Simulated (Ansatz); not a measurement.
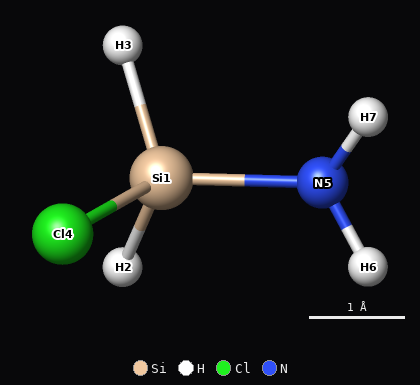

The input geometry (ball-and-stick view, seen on its broad side; atoms are numbered from 1 in the order of the input). Bond lengths as drawn: Cl–Si 2.07 Å, H–N 1.01 Å, H–Si 1.48 Å and N–Si 1.70 Å.

**Run report: SiNH4Cl, geometry relaxation**

The run: geometry relaxation of SiNH4Cl. Method and program: RKS PBE0-D4/def2-TZVP (Ansatz 0.2.0).

Figures and captions count atoms from 1; the log counts them from 0 in places.

Output
```
Functional definition: PBE0
  name "PBE0"
  cite "Adamo & Barone, J. Chem. Phys. 110, 6158 (1999) doi:10.1063/1.478522"
  cite "Perdew, Burke & Ernzerhof, Phys. Rev. Lett. 77, 3865 (1996) doi:10.1103/PhysRevLett.77.3865"
  parent pbe
  parameter a = 0.25
  parameter kappa = 0.804
  parameter beta = 0.06672455060314922
  exchange = (1 - a)*pbe_x(kappa = kappa, mu = beta*pi^2/3) + a*exact_x
  correlation = pbe_c(beta = beta)
867 factors; their error is unknown
mean field evaluation 1: about -21943.8988 eV, gradient 5.6e1 eV
mean field evaluation 2: about -21936.0415 eV, gradient 7.8e1 eV
mean field evaluation 4: about -21949.6693 eV, gradient 2.7e0 eV
mean field evaluation 8: about -21949.6842 eV, gradient 2.5e-2 eV
mean field evaluation 16: about -21949.7561 eV, gradient 1.4e-5 eV
mean field -21949.75614811 eV, -806.6386603638 hartree, gradient 1.4e-5 eV, S^2 0.000000; 0 other end points of the search recorded, 0 dependent functions left out
the calculation of the forces begins
reference -21949.75617611 eV, -806.6386613928 hartree; 21, 21 occupied and 108, 108 virtual orbitals, 867 factors
relax step   1: F+E_penalty+E_count = -21949.86415930 eV  Δ(F+E_penalty+E_count) = +0.000e0 eV  max|allowed force component| = 4.872e-2 eV/Å  Δτ_max = 0.0000 Å  (25 SCF iters, accepted)
these checks for a lower state are left out or cut short: starts, cluster_reference, orbital_swaps, neighbouring_geometries, increment
867 factors; their error is unknown
mean field -21949.75632111 eV, -806.6386667215 hartree, gradient 9.5e-6 eV, S^2 0.000000; 0 other end points of the search recorded, 0 dependent functions left out
the calculation of the forces begins
reference -21949.75634910 eV, -806.6386677503 hartree; 21, 21 occupied and 108, 108 virtual orbitals, 867 factors
relax step   2: F+E_penalty+E_count = -21949.86432540 eV  Δ(F+E_penalty+E_count) = -1.661e-4 eV  max|allowed force component| = 1.862e-2 eV/Å  Δτ_max = 0.0060 Å  (30 SCF iters, accepted)
these checks for a lower state are left out or cut short: starts, cluster_reference, orbital_swaps, neighbouring_geometries, increment
867 factors; their error is unknown
mean field -21949.75641703 eV, -806.6386702467 hartree, gradient 9.5e-6 eV, S^2 0.000000; 0 other end points of the search recorded, 0 dependent functions left out
the calculation of the forces begins
reference -21949.75644502 eV, -806.6386712752 hartree; 21, 21 occupied and 108, 108 virtual orbitals, 867 factors
relax step   3: F+E_penalty+E_count = -21949.86440998 eV  Δ(F+E_penalty+E_count) = -8.457e-5 eV  max|allowed force component| = 1.676e-2 eV/Å  Δτ_max = 0.0089 Å  (30 SCF iters, accepted)
these checks for a lower state are left out or cut short: starts, cluster_reference, orbital_swaps, neighbouring_geometries, increment
867 factors; their error is unknown
mean field evaluation 32: about -21949.6833 eV, gradient 2.6e-1 eV
mean field -21949.75643741 eV, -806.6386709955 hartree, gradient 1.6e-5 eV, S^2 0.000000; 0 other end points of the search recorded, 0 dependent functions left out
the calculation of the forces begins
reference -21949.75646540 eV, -806.6386720241 hartree; 21, 21 occupied and 108, 108 virtual orbitals, 867 factors
relax step   4: F+E_penalty+E_count = -21949.86442293 eV  Δ(F+E_penalty+E_count) = -1.296e-5 eV  max|allowed force component| = 1.316e-2 eV/Å  Δτ_max = 0.0029 Å  (22 SCF iters, accepted)
these checks for a lower state are left out or cut short: starts, cluster_reference, orbital_swaps, neighbouring_geometries, increment
867 factors; their error is unknown
mean field -21949.75644116 eV, -806.6386711333 hartree, gradient 9.1e-6 eV, S^2 0.000000; 0 other end points of the search recorded, 0 dependent functions left out
the calculation of the forces begins
reference -21949.75646915 eV, -806.6386721619 hartree; 21, 21 occupied and 108, 108 virtual orbitals, 867 factors
relax step   5: F+E_penalty+E_count = -21949.86442988 eV  Δ(F+E_penalty+E_count) = -6.947e-6 eV  max|allowed force component| = 8.455e-3 eV/Å  Δτ_max = 0.0009 Å  (21 SCF iters, accepted)
these checks for a lower state are left out or cut short: starts, cluster_reference, orbital_swaps, neighbouring_geometries, increment
867 factors; their error is unknown
mean field -21949.75644101 eV, -806.6386711279 hartree, gradient 1.3e-5 eV, S^2 0.000000; 0 other end points of the search recorded, 0 dependent functions left out
the calculation of the forces begins
reference -21949.75646900 eV, -806.6386721564 hartree; 21, 21 occupied and 108, 108 virtual orbitals, 867 factors
relax step   6: F+E_penalty+E_count = -21949.86443159 eV  Δ(F+E_penalty+E_count) = -1.712e-6 eV  max|allowed force component| = 2.294e-4 eV/Å  Δτ_max = 0.0005 Å  (20 SCF iters, accepted)
867 factors; their error is unknown
mean field evaluation 64: about -21949.7564 eV, gradient 2.7e-3 eV
```

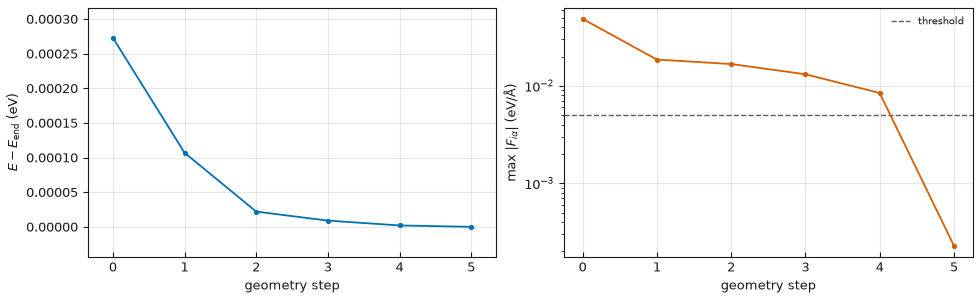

Progress of the relaxation, step by step (the first geometry is step 0 here and step 1 in the log).

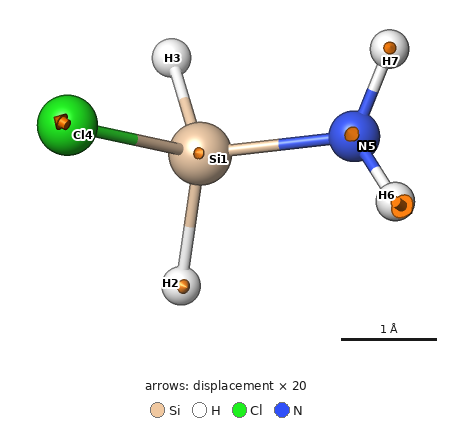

The starting structure with the displacements as orange arrows, magnified 20 times (ball-and-stick view, seen at a tilt). The two geometries are laid on each other by the best rigid fit. The largest move after the best rigid fit is that of H6, 0.018 Å. By element the largest moves are H 0.018 Å, Cl 0.010 Å, N 0.008 Å, Si 0.004 Å. Over 5 geometry steps the energy falls by next to nothing (0.0 eV). The largest force component goes from 0.049 to 0.00023 eV/Å. (Atoms are counted from 1 in the order of the input.)

```
mean field -21949.75644101 eV, -806.6386711279 hartree, gradient 1.3e-5 eV, S^2 0.000000; 1 other end points of the search recorded, 0 dependent functions left out
the calculation of the forces begins
reference -21949.75646900 eV, -806.6386721564 hartree; 21, 21 occupied and 108, 108 virtual orbitals, 867 factors
Total energy: -21949.86445958 eV, -806.6426407371 hartree
Atom 0 at    -1.462479     1.345854    -0.995482 Å, force    -0.000229     0.000069    -0.000103 eV/Å
Atom 1 at    -1.549225     1.127820    -2.454822 Å, force     0.000053    -0.000018     0.000078 eV/Å
Atom 2 at    -2.133407     2.584437    -0.547704 Å, force    -0.000005    -0.000093    -0.000008 eV/Å
Atom 3 at    -2.518381    -0.211762    -0.129282 Å, force     0.000022     0.000047    -0.000022 eV/Å
Atom 4 at     0.179813     1.438271    -0.562932 Å, force     0.000198    -0.000039     0.000149 eV/Å
Atom 5 at     0.840743     0.770578    -0.926737 Å, force    -0.000108     0.000108     0.000068 eV/Å
Atom 6 at     0.447491     1.750944     0.356623 Å, force     0.000069    -0.000074    -0.000163 eV/Å
Dipole moment:     0.400911     0.123669     0.028378 e Å
```

Trajectory as extended XYZ (Å, eV, eV/Å), 6 frames, from step=1 to step=6
```
7
Properties=species:S:1:pos:R:3:forces:R:3 step=1 energy=-21949.86416
Si   -1.4605    1.3492   -0.9976   -0.0487  -0.0315   0.0099
H    -1.5538    1.1319   -2.4564    0.0046   0.0025  -0.0035
H    -2.1343    2.5847   -0.5456    0.0069   0.0031  -0.0015
Cl   -2.5097   -0.2155   -0.1310    0.0119   0.0223  -0.0102
N     0.1822    1.4435   -0.5681    0.0328  -0.0192   0.0163
H     0.8345    0.7577   -0.9149   -0.0015   0.0111  -0.0134
H     0.4462    1.7545    0.3533   -0.0059   0.0116   0.0024
7
Properties=species:S:1:pos:R:3:forces:R:3 step=2 energy=-21949.86432
Si   -1.4616    1.3472   -0.9969   -0.0165  -0.0033   0.0034
H    -1.5526    1.1312   -2.4561    0.0021  -0.0025  -0.0011
H    -2.1328    2.5847   -0.5467   -0.0006   0.0003   0.0008
Cl   -2.5121   -0.2145   -0.1300    0.0028   0.0080  -0.0043
N     0.1814    1.4421   -0.5666    0.0185  -0.0186   0.0101
H     0.8365    0.7619   -0.9188   -0.0028   0.0115  -0.0045
H     0.4458    1.7534    0.3547   -0.0036   0.0046  -0.0044
7
Properties=species:S:1:pos:R:3:forces:R:3 step=3 energy=-21949.86441
Si   -1.4625    1.3461   -0.9959    0.0168   0.0079  -0.0024
H    -1.5507    1.1280   -2.4551    0.0012   0.0023   0.0006
H    -2.1328    2.5846   -0.5468   -0.0008  -0.0003  -0.0014
Cl   -2.5165   -0.2121   -0.1302   -0.0054  -0.0077   0.0059
N     0.1807    1.4397   -0.5642   -0.0089  -0.0086  -0.0004
H     0.8399    0.7680   -0.9245   -0.0045   0.0085   0.0042
H     0.4464    1.7518    0.3563    0.0017  -0.0021  -0.0066
7
Properties=species:S:1:pos:R:3:forces:R:3 step=4 energy=-21949.86442
Si   -1.4626    1.3455   -0.9957    0.0125   0.0062   0.0031
H    -1.5493    1.1287   -2.4553   -0.0014  -0.0033   0.0013
H    -2.1331    2.5842   -0.5477   -0.0011  -0.0007   0.0000
Cl   -2.5180   -0.2119   -0.1286    0.0005  -0.0001  -0.0024
N     0.1802    1.4386   -0.5634   -0.0132  -0.0022  -0.0027
H     0.8408    0.7700   -0.9263   -0.0002   0.0019   0.0024
H     0.4466    1.7510    0.3567    0.0028  -0.0018  -0.0017
7
Properties=species:S:1:pos:R:3:forces:R:3 step=5 energy=-21949.86443
Si   -1.4626    1.3458   -0.9955    0.0058   0.0000  -0.0007
H    -1.5494    1.1280   -2.4548   -0.0003  -0.0004   0.0001
H    -2.1332    2.5846   -0.5478   -0.0007  -0.0008   0.0008
Cl   -2.5181   -0.2120   -0.1292    0.0001   0.0012  -0.0002
N     0.1800    1.4384   -0.5631   -0.0085   0.0012  -0.0004
H     0.8408    0.7704   -0.9266    0.0012  -0.0008   0.0004
H     0.4470    1.7508    0.3567    0.0023  -0.0005   0.0001
7
Properties=species:S:1:pos:R:3:forces:R:3 step=6 energy=-21949.86443
Si   -1.4625    1.3459   -0.9955   -0.0002   0.0001  -0.0001
H    -1.5492    1.1278   -2.4548    0.0001   0.0000   0.0001
H    -2.1334    2.5844   -0.5477    0.0000  -0.0001   0.0000
Cl   -2.5184   -0.2118   -0.1293    0.0000   0.0000   0.0000
N     0.1798    1.4383   -0.5629    0.0002   0.0000   0.0001
H     0.8407    0.7706   -0.9267   -0.0001   0.0001   0.0001
H     0.4475    1.7509    0.3566    0.0001  -0.0001  -0.0002
```

The run was set up as follows.

Input file
```yaml
crystal:
  periodic: [false, false, false]
  atoms:
    - {symbol: Si, position_ang: [-1.460531, 1.349224, -0.997586]}
    - {symbol: H, position_ang: [-1.553828, 1.131898, -2.456386]}
    - {symbol: H, position_ang: [-2.134331, 2.584715, -0.545638]}
    - {symbol: Cl, position_ang: [-2.509662, -0.215472, -0.131010]}
    - {symbol: N, position_ang: [0.182240, 1.443485, -0.568095]}
    - {symbol: H, position_ang: [0.834458, 0.757749, -0.914947]}
    - {symbol: H, position_ang: [0.446209, 1.754543, 0.353327]}
basis:
  gaussian: {orbitals: def2-TZVP}
hamiltonian: {xc: pbe0, dispersion: d4}
relax: {f_tol: 0.005, max_steps: 200}
```

Run as:
```bash
ansatz run in.yaml --threads 4 --pin off --events-out ev --progress --plain --max-ram 9574MiB
```

Summary

| quantity | value |
| --- | --- |
| outcome | converged |
| total energy | −21949.8645 eV |
| mean-field energy | −21949.7565 eV |
| dispersion energy | −0.1080 eV |
| SCF solution under orbital rotations | stable |
| largest force (length of the vector) at the end | under 0.001 eV/Å |
| dipole moment | 2.02 D |
| hardware | 4 threads of Arm Neoverse V2, 23 GiB of memory available, shared host |
| wall time | 6.5 s (CPU time 23 s) |
| peak memory | 0.56 GiB |
